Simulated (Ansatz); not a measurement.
Cl₂FH₂HfN

The calculation's input:

```
crystal:
  periodic: [false, false, false]
  atoms:
    - { symbol: Hf, position_ang: [0.0, 0.0, 0.0] }
    - { symbol: F, position_ang: [0.0, 0.0, 1.98] }
    - { symbol: Cl, position_ang: [2.3764, 0.0, -0.8392] }
    - { symbol: Cl, position_ang: [-1.1869, 2.0563, -0.8392] }
    - { symbol: "N", position_ang: [-1.0409, -1.8034, -0.7359] }
    - { symbol: H, position_ang: [-1.5759, -2.4197, -0.0595] }
    - { symbol: H, position_ang: [-1.0055, -2.0526, -1.7656] }
basis:
  gaussian: { orbitals: def2-SVP }
hamiltonian:
  xc: pbe
relax:
  f_tol: 0.02
  max_steps: 40
output:
  orbitals: {}
```

Command:

```sh
ansatz run input.yaml --threads 2 --pin off --max-ram 3072MiB --backend cpu --events-out ev --progress --plain --runs-dir out
```

The fields are those of the run's last geometry, not of the input's.

Core potentials replace the inner electrons of Hf.

Method: RKS PBE/def2-SVP (Ansatz 0.2.0).

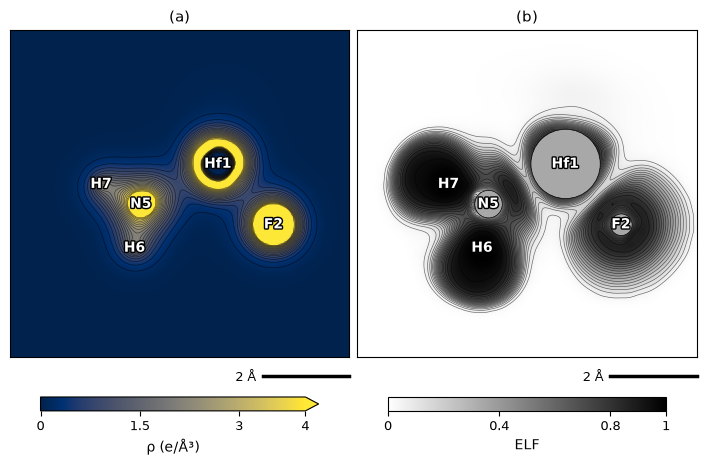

Figure 1. (a) electron density; (b) ELF on the plane of atoms Hf1, N5 and H7. Grey discs cover the atomic cores in the ELF map.

### Describe what can be read from this map.

- The section cuts through Hf, F, N and H sites.
- Hf–F (1.91 Å): ρ is about 0.89 e/Å³ halfway; the ELF peaks at about 0.85 in the valence shell of F, 0.6 Å from its nucleus, and drops to about 0.20 between the two atoms.
- Hf–N (2.01 Å): ρ is about 0.85 e/Å³ halfway; the ELF peaks at about 0.90 in the valence shell of N, 0.6 Å from its nucleus, and is about 0.30 at the midpoint.
- N–H (1.03 Å): ρ at the midpoint is about 2.7 e/Å³; the ELF climbs to about 1 towards the hydrogen, as it does in any bond to H; a covalent bond by its length.

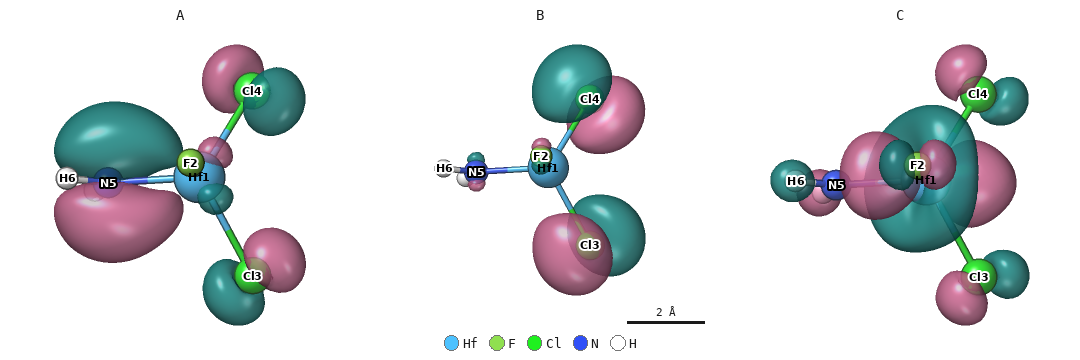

Figure 2. Three frontier orbitals at ±0.1 Å⁻³ᐟ² (teal and pink are the two phases), in no order.

### Which picture is the HOMO−1, the HOMO and the LUMO?

B is the HOMO−1 (−7.77 eV). It lies mainly on Cl3 (about 45 %) and Cl4 (about 45 %); largely a combination of lone pairs on Cl3 and Cl4. A is the HOMO (−6.78 eV). Its weight (Hirshfeld) is mainly on N5 (about 60 %), Hf1 (about 15 %), Cl3 (about 10 %) and Cl4 (about 10 %). C is the LUMO (−2.19 eV). By Hirshfeld shares it lies mainly on Hf1 (about 70 %), Cl3 (about 5 %), Cl4 (about 5 %) and F2 (about 5 %).

### What is the HOMO–LUMO gap?

4.59 eV between the orbital energies.

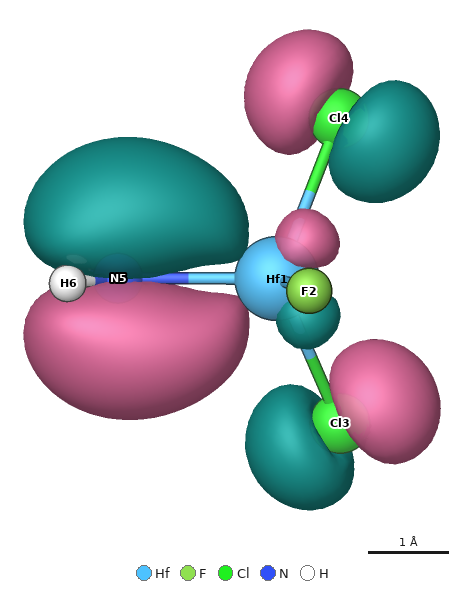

Figure 3. One frontier orbital at ±0.08 Å⁻³ᐟ² (teal and pink are the two phases), seen across its widest extent.

### Which orbital is it: HOMO or LUMO?

The HOMO, at −6.78 eV. By Hirshfeld shares it lies mainly on N5 (about 60 %), Hf1 (about 15 %), Cl3 (about 10 %) and Cl4 (about 10 %).
